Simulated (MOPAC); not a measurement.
# Geometry relaxation of C₃BN₃ (charge +1) (part 2 of 2)

The same run, continued: C₃BN₃, charge +1, multiplicity 2; PM6-D3H4, unrestricted, dispersion D3H4 (MOPAC 23.2.5). The starting geometry was optimised with PM6-D3H4.

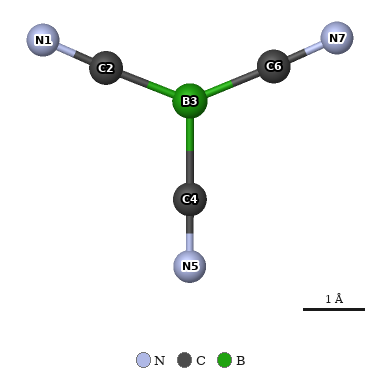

*The geometry at step 21 of the log (ball-and-stick view, seen on its broad side; atoms are numbered from 1 in the order of the input).*

### Trajectory as extended XYZ, continued
```
7
Properties=species:S:1:pos:R:3:forces:R:3 step=8 energy=16.51436
N     1.2049   -2.1484    1.1279   -0.0847  -0.0441  -0.0498
C     0.6668   -1.2565    0.6292    0.1100  -0.1973   0.0764
B     0.0791    0.0047    0.0526   -0.0645   0.3065  -0.0346
C    -1.2072   -0.2101   -0.9575    0.1041   0.0032   0.0592
N    -2.0801   -0.3598   -1.6559    0.0254   0.0106   0.0323
C     0.4937    1.4473    0.2635    0.0687   0.0563   0.0070
N     0.9073    2.5012    0.4966   -0.1589  -0.1352  -0.0904
7
Properties=species:S:1:pos:R:3:forces:R:3 step=9 energy=16.51138
N     1.2021   -2.1576    1.1251   -0.2446   0.2230  -0.1929
C     0.6663   -1.2590    0.6302    0.1833  -0.2472   0.1327
B     0.0805    0.0119    0.0553   -0.0015  -0.1191   0.0431
C    -1.2017   -0.2095   -0.9558    0.0263   0.0109   0.0108
N    -2.0767   -0.3592   -1.6525    0.0700   0.0105   0.0616
C     0.4930    1.4493    0.2644   -0.0221  -0.0982  -0.0523
N     0.9015    2.5036    0.4902   -0.0113   0.2200  -0.0031
7
Properties=species:S:1:pos:R:3:forces:R:3 step=10 energy=16.50576
N     1.1936   -2.1725    1.1161   -0.1874   0.1316  -0.1284
C     0.6645   -1.2654    0.6322    0.1428  -0.1310   0.0773
B     0.0867    0.0131    0.0653   -0.0148  -0.1111   0.0295
C    -1.1915   -0.2078   -0.9524    0.0098   0.0054   0.0281
N    -2.0688   -0.3580   -1.6457    0.0632   0.0099   0.0396
C     0.4895    1.4544    0.2663    0.0673   0.0506  -0.0247
N     0.8921    2.5158    0.4769   -0.0810   0.0445  -0.0215
7
Properties=species:S:1:pos:R:3:forces:R:3 step=11 energy=16.49933
N     1.1785   -2.1929    1.1032   -0.0483  -0.0777  -0.0151
C     0.6648   -1.2721    0.6338    0.0227   0.0613   0.0033
B     0.0936    0.0134    0.0789    0.0573   0.0112   0.0092
C    -1.1771   -0.2058   -0.9443   -0.0245  -0.0021   0.0298
N    -2.0555   -0.3557   -1.6355    0.0162   0.0016  -0.0066
C     0.4881    1.4616    0.2645    0.0549  -0.0175   0.0151
N     0.8756    2.5314    0.4603   -0.0783   0.0232  -0.0357
7
Properties=species:S:1:pos:R:3:forces:R:3 step=12 energy=16.49374
N     1.1574   -2.2229    1.0831   -0.0674   0.0278  -0.0222
C     0.6652   -1.2770    0.6392    0.0776  -0.1076   0.0373
B     0.1064    0.0163    0.0963    0.0478   0.0238   0.0110
C    -1.1596   -0.2034   -0.9321   -0.0330  -0.0007   0.0348
N    -2.0373   -0.3528   -1.6236   -0.0290  -0.0077  -0.0473
C     0.4866    1.4676    0.2685    0.1384   0.2853   0.0196
N     0.8520    2.5525    0.4333   -0.1345  -0.2209  -0.0332
7
Properties=species:S:1:pos:R:3:forces:R:3 step=13 energy=16.49072
N     1.1354   -2.2593    1.0638   -0.0953   0.1352  -0.0400
C     0.6657   -1.2902    0.6444    0.0857  -0.0656   0.0302
B     0.1236    0.0204    0.1166    0.0680   0.0435   0.0016
C    -1.1447   -0.2011   -0.9157   -0.0196   0.0019   0.0342
N    -2.0174   -0.3498   -1.6133   -0.0431  -0.0110  -0.0484
C     0.4853    1.4835    0.2639    0.0707  -0.0336   0.0353
N     0.8259    2.5777    0.4087   -0.0665  -0.0704  -0.0129
7
Properties=species:S:1:pos:R:3:forces:R:3 step=14 energy=16.48976
N     1.1340   -2.2547    1.0649    0.0015  -0.0638   0.0379
C     0.6679   -1.2874    0.6423    0.0032   0.0587  -0.0247
B     0.1241    0.0204    0.1146    0.0335   0.0042  -0.0130
C    -1.1477   -0.2015   -0.9138   -0.0208   0.0057   0.0183
N    -2.0176   -0.3499   -1.6152   -0.0268  -0.0085  -0.0318
C     0.4882    1.4796    0.2659    0.0507   0.0081   0.0124
N     0.8251    2.5746    0.4095   -0.0412  -0.0045   0.0009
7
Properties=species:S:1:pos:R:3:forces:R:3 step=15 energy=16.48930
N     1.1252   -2.2623    1.0603    0.0428  -0.0879   0.0569
C     0.6709   -1.2878    0.6421   -0.0328   0.0419  -0.0339
B     0.1304    0.0215    0.1176    0.0129  -0.0113  -0.0126
C    -1.1464   -0.2009   -0.9066   -0.0275   0.0034  -0.0295
N    -2.0119   -0.3493   -1.6140   -0.0037  -0.0026   0.0141
C     0.4916    1.4800    0.2675    0.0199   0.0696  -0.0158
N     0.8156    2.5801    0.4023   -0.0116  -0.0131   0.0208
7
Properties=species:S:1:pos:R:3:forces:R:3 step=16 energy=16.48912
N     1.1273   -2.2607    1.0629    0.0180  -0.0531   0.0392
C     0.6708   -1.2881    0.6419   -0.0183   0.0376  -0.0285
B     0.1299    0.0211    0.1152    0.0199   0.0014  -0.0094
C    -1.1481   -0.2008   -0.9082   -0.0199   0.0016  -0.0210
N    -2.0141   -0.3498   -1.6148   -0.0010  -0.0018   0.0137
C     0.4918    1.4807    0.2658    0.0020  -0.0381  -0.0157
N     0.8176    2.5790    0.4059   -0.0007   0.0524   0.0218
7
Properties=species:S:1:pos:R:3:forces:R:3 step=17 energy=16.48895
N     1.1278   -2.2601    1.0664   -0.0176   0.0121   0.0031
C     0.6716   -1.2886    0.6406    0.0048   0.0020  -0.0040
B     0.1311    0.0208    0.1119    0.0249   0.0047  -0.0075
C    -1.1498   -0.2003   -0.9095    0.0025   0.0005  -0.0083
N    -2.0164   -0.3506   -1.6150   -0.0064  -0.0007   0.0110
C     0.4933    1.4811    0.2639   -0.0051  -0.0679  -0.0043
N     0.8178    2.5790    0.4097   -0.0032   0.0494   0.0100
7
Properties=species:S:1:pos:R:3:forces:R:3 step=18 energy=16.48879
N     1.1256   -2.2613    1.0685   -0.0290   0.0488  -0.0223
C     0.6728   -1.2894    0.6392    0.0108  -0.0213   0.0159
B     0.1343    0.0206    0.1090    0.0260   0.0053  -0.0018
C    -1.1499   -0.1996   -0.9096    0.0108  -0.0036  -0.0061
N    -2.0173   -0.3511   -1.6137   -0.0038   0.0035   0.0121
C     0.4953    1.4814    0.2628   -0.0130  -0.0480   0.0031
N     0.8151    2.5806    0.4114   -0.0018   0.0153  -0.0009
7
Properties=species:S:1:pos:R:3:forces:R:3 step=19 energy=16.48866
N     1.1236   -2.2623    1.0685   -0.0323   0.0365  -0.0130
C     0.6731   -1.2896    0.6388    0.0198  -0.0207   0.0094
B     0.1366    0.0206    0.1079    0.0179   0.0037  -0.0005
C    -1.1486   -0.1993   -0.9095    0.0160  -0.0020  -0.0106
N    -2.0171   -0.3511   -1.6122   -0.0096   0.0018   0.0146
C     0.4959    1.4813    0.2629    0.0071  -0.0099   0.0009
N     0.8129    2.5816    0.4109   -0.0188  -0.0093  -0.0007
7
Properties=species:S:1:pos:R:3:forces:R:3 step=20 energy=16.48893
N     1.1223   -2.2638    1.0696   -0.0366   0.0903  -0.0440
C     0.6749   -1.2901    0.6378   -0.0005  -0.0413   0.0347
B     0.1362    0.0208    0.1081    0.0662   0.0131  -0.0049
C    -1.1482   -0.1989   -0.9100   -0.0088  -0.0078  -0.0129
N    -2.0177   -0.3514   -1.6116    0.0119   0.0064   0.0211
C     0.4977    1.4827    0.2612   -0.0774  -0.2046  -0.0056
N     0.8114    2.5821    0.4119    0.0453   0.1439   0.0115
7
Properties=species:S:1:pos:R:3:forces:R:3 step=21 energy=16.48868
N     1.1133   -2.2654    1.0694    0.0103  -0.0109   0.0161
C     0.6752   -1.2889    0.6366    0.0139  -0.0582  -0.0043
B     0.1477    0.0202    0.1007   -0.0219   0.0086   0.0253
C    -1.1410   -0.1979   -0.9113   -0.0150  -0.0091  -0.0229
N    -2.0180   -0.3508   -1.6034    0.0089   0.0062   0.0094
C     0.4997    1.4793    0.2649    0.0075   0.1220  -0.0432
N     0.8019    2.5847    0.4093   -0.0037  -0.0585   0.0195
7
Properties=species:S:1:pos:R:3:forces:R:3 step=22 energy=16.48842
N     1.1182   -2.2643    1.0697   -0.0040  -0.0070   0.0027
C     0.6742   -1.2904    0.6370    0.0046   0.0042   0.0021
B     0.1427    0.0206    0.1047    0.0006  -0.0029  -0.0059
C    -1.1442   -0.1987   -0.9111    0.0158  -0.0018   0.0020
N    -2.0180   -0.3508   -1.6071   -0.0131   0.0012   0.0003
C     0.4978    1.4813    0.2623   -0.0011   0.0059  -0.0040
N     0.8070    2.5836    0.4111   -0.0029   0.0005   0.0027
7
Properties=species:S:1:pos:R:3:forces:R:3 step=23 energy=16.48843
N     1.1167   -2.2650    1.0702   -0.0084   0.0021   0.0019
C     0.6746   -1.2905    0.6368    0.0092  -0.0059   0.0011
B     0.1444    0.0205    0.1034    0.0043   0.0010   0.0006
C    -1.1428   -0.1986   -0.9118    0.0036  -0.0053  -0.0103
N    -2.0185   -0.3507   -1.6055   -0.0042   0.0036   0.0100
C     0.4982    1.4814    0.2620   -0.0014   0.0049  -0.0114
N     0.8054    2.5842    0.4114   -0.0031  -0.0005   0.0080
7
Properties=species:S:1:pos:R:3:forces:R:3 step=24 energy=16.48856
N     1.1165   -2.2646    1.0705    0.0287  -0.0684   0.0283
C     0.6748   -1.2910    0.6363   -0.0291   0.0696  -0.0218
B     0.1449    0.0208    0.1041   -0.0119  -0.0226  -0.0234
C    -1.1432   -0.1989   -0.9126    0.1217   0.0164   0.0965
N    -2.0184   -0.3506   -1.6051   -0.1096  -0.0159  -0.0844
C     0.4983    1.4814    0.2610   -0.0021   0.0220   0.0033
N     0.8053    2.5841    0.4120    0.0022  -0.0011   0.0015
7
Properties=species:S:1:pos:R:3:forces:R:3 step=25 energy=16.48851
N     1.1123   -2.2676    1.0714   -0.0010   0.0364  -0.0079
C     0.6760   -1.2908    0.6368    0.0018  -0.0349  -0.0016
B     0.1492    0.0201    0.0989    0.0184   0.0134   0.0305
C    -1.1382   -0.1984   -0.9145   -0.0586  -0.0126  -0.0225
N    -2.0203   -0.3503   -1.6005    0.0441   0.0085   0.0126
C     0.4995    1.4820    0.2608   -0.0205  -0.0006  -0.0165
N     0.8007    2.5862    0.4126    0.0158  -0.0101   0.0054
7
Properties=species:S:1:pos:R:3:forces:R:3 step=26 energy=16.48845
N     1.1171   -2.2650    1.0706   -0.0240   0.0364  -0.0118
C     0.6746   -1.2903    0.6372    0.0247  -0.0346   0.0102
B     0.1444    0.0202    0.1024    0.0099   0.0147   0.0103
C    -1.1425   -0.1990   -0.9120   -0.0634  -0.0149  -0.0620
N    -2.0192   -0.3505   -1.6056    0.0571   0.0126   0.0564
C     0.4977    1.4819    0.2611    0.0000  -0.0217  -0.0068
N     0.8060    2.5840    0.4125   -0.0043   0.0075   0.0037
7
Properties=species:S:1:pos:R:3:forces:R:3 step=27 energy=16.48872
N     1.1138   -2.2665    1.0704    0.0405  -0.1057   0.0411
C     0.6749   -1.2924    0.6356   -0.0301   0.1112  -0.0294
B     0.1488    0.0211    0.1039   -0.0456  -0.0357  -0.0404
C    -1.1418   -0.1993   -0.9119    0.1693   0.0278   0.1297
N    -2.0175   -0.3499   -1.6031   -0.1467  -0.0236  -0.1124
C     0.4979    1.4825    0.2596    0.0138   0.0198   0.0141
N     0.8026    2.5857    0.4116   -0.0012   0.0062  -0.0027
7
Properties=species:S:1:pos:R:3:forces:R:3 step=28 energy=16.48840
N     1.1151   -2.2656    1.0711    0.0008   0.0007   0.0015
C     0.6753   -1.2907    0.6366    0.0002   0.0001  -0.0015
B     0.1465    0.0204    0.1015    0.0024   0.0018   0.0015
C    -1.1413   -0.1991   -0.9130    0.0025  -0.0029   0.0021
N    -2.0194   -0.3502   -1.6036   -0.0047   0.0010  -0.0028
C     0.4983    1.4818    0.2605   -0.0044  -0.0017  -0.0024
N     0.8040    2.5847    0.4128    0.0033   0.0010   0.0016
7
Properties=species:S:1:pos:R:3:forces:R:3 step=29 energy=16.48840
N     1.1155   -2.2653    1.0714    0.0013   0.0018   0.0024
C     0.6753   -1.2906    0.6366   -0.0005   0.0001  -0.0030
B     0.1462    0.0203    0.1013    0.0015   0.0006   0.0017
C    -1.1415   -0.1993   -0.9132    0.0002  -0.0033   0.0020
N    -2.0197   -0.3502   -1.6038   -0.0018   0.0019  -0.0024
C     0.4982    1.4818    0.2604   -0.0041   0.0007  -0.0030
N     0.8044    2.5844    0.4131    0.0034  -0.0019   0.0022
7
Properties=species:S:1:pos:R:3:forces:R:3 step=30 energy=16.48840
N     1.1159   -2.2649    1.0716    0.0005  -0.0010   0.0020
C     0.6752   -1.2905    0.6365    0.0006   0.0028  -0.0019
B     0.1459    0.0203    0.1013    0.0013   0.0013   0.0013
C    -1.1418   -0.1994   -0.9131    0.0013  -0.0019   0.0021
N    -2.0198   -0.3501   -1.6042   -0.0031   0.0009  -0.0031
C     0.4980    1.4817    0.2604   -0.0018  -0.0031  -0.0011
N     0.8049    2.5841    0.4134    0.0013   0.0010   0.0007
7
Properties=species:S:1:pos:R:3:forces:R:3 step=31 energy=16.48840
N     1.1161   -2.2646    1.0717   -0.0011  -0.0004  -0.0002
C     0.6753   -1.2904    0.6364    0.0023   0.0005   0.0011
B     0.1457    0.0203    0.1012   -0.0002   0.0000  -0.0001
C    -1.1421   -0.1996   -0.9131    0.0008  -0.0001  -0.0012
N    -2.0199   -0.3501   -1.6044   -0.0015  -0.0001   0.0008
C     0.4980    1.4816    0.2604    0.0008  -0.0016   0.0003
N     0.8052    2.5839    0.4136   -0.0011   0.0018  -0.0007
7
Properties=species:S:1:pos:R:3:forces:R:3 step=32 energy=16.48840
N     1.1160   -2.2646    1.0717    0.0000   0.0012   0.0003
C     0.6754   -1.2904    0.6365    0.0009  -0.0008   0.0001
B     0.1459    0.0203    0.1011   -0.0005  -0.0007   0.0000
C    -1.1420   -0.1997   -0.9132   -0.0018  -0.0008   0.0004
N    -2.0200   -0.3500   -1.6043    0.0016   0.0007  -0.0002
C     0.4980    1.4816    0.2603   -0.0002   0.0017   0.0000
N     0.8051    2.5840    0.4136    0.0001  -0.0012  -0.0005
7
Properties=species:S:1:pos:R:3:forces:R:3 step=33 energy=16.48840
N     1.1160   -2.2646    1.0717    0.0001   0.0000   0.0006
C     0.6754   -1.2904    0.6364    0.0007   0.0001   0.0000
B     0.1458    0.0203    0.1012   -0.0001   0.0001  -0.0002
C    -1.1420   -0.1997   -0.9131    0.0005  -0.0007  -0.0003
N    -2.0200   -0.3500   -1.6044   -0.0006   0.0006   0.0004
C     0.4980    1.4816    0.2604   -0.0007  -0.0004  -0.0005
N     0.8051    2.5839    0.4136    0.0001   0.0005   0.0000
```

The run was set up as follows.

### Input (input.mop)
```
PM6-D3H4 DISP CHARGE=1 CYCLES=300 GNORM=0.05 AUX(PRECISION=9) THREADS=1
C3BN3 optimise

N      1.204561 +1    -2.124496 +1     1.130205 +1
C      0.690296 +1    -1.214445 +1     0.641065 +1
B      0.008220 +1    -0.003683 +1    -0.007579 +1
C     -1.186591 +1    -0.207227 +1    -0.947091 +1
N     -2.085957 +1    -0.359904 +1    -1.653995 +1
C      0.521818 +1     1.411594 +1     0.284588 +1
N      0.908836 +1     2.476309 +1     0.505050 +1
```

Launch command:
```bash
mopac input.mop
```

### Results in brief

| quantity | value |
| --- | --- |
| outcome | converged |
| total energy | −34.775719 hartree |
| dispersion energy | −0.001038 hartree |
| heat of formation | 380.23 kcal/mol |
| basis functions | 28 |
| largest force | 0.001 eV/Å |
| ⟨S²⟩ | 0.810 |
| hardware | 1 thread of Arm Neoverse V1, 24 GiB of memory available, shared host |
| peak memory | 0.087 GiB |

### Notes

MOPAC's energies along a path are heats of formation.
